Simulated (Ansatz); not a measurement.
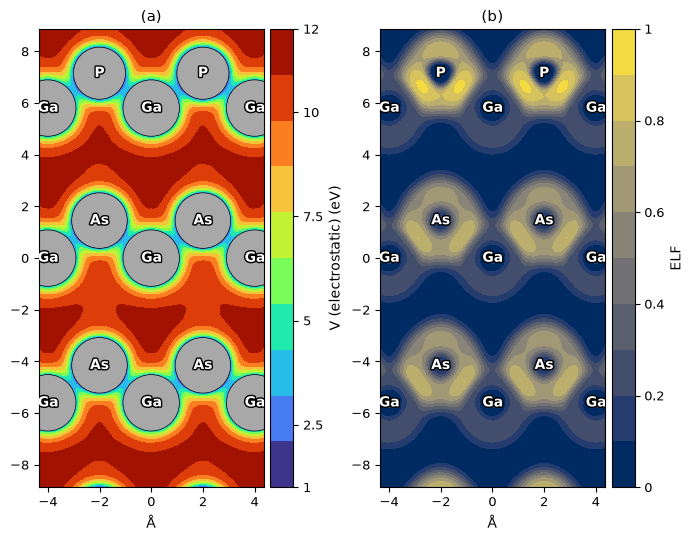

*Ga$_{3}$As$_{2}$P. (a) electrostatic potential energy of an electron; (b) electron localisation function on the (100) plane of the conventional cell. Grey discs cover the atomic cores in the potential map.*

Space group I-4m2; a structure generated by program, which may or may not match a known phase; computed pressure about −3 GPa in this cell.

Level of theory: Ansatz 0.2.0, DFT r2SCAN, scalar-relativistic, plane waves, PAW.

In a PAW calculation such maps are meaningful between the atoms, not at the nuclei.

Interpret the plot.

- The plane passes through Ga, P and As nuclei.
- Ga–P (2.41 Å): the ELF peaks at about 0.90 in the valence shell of P, 0.9 Å from its nucleus, and is about 0.80 at the midpoint.
- Ga–As (2.47 Å): the ELF peaks at about 0.80 between the atoms: a covalent bond.
- Outside the cores the potential energy rises away from the atoms and is highest about 2.4 Å from the nearest atoms; its zero is arbitrary.

Which way does charge flow, and how much by Bader's partition?

Electrons move from Ga towards P and As. Bader charges: Ga +0.76 to +0.83, P −0.89 and As −0.76 e.
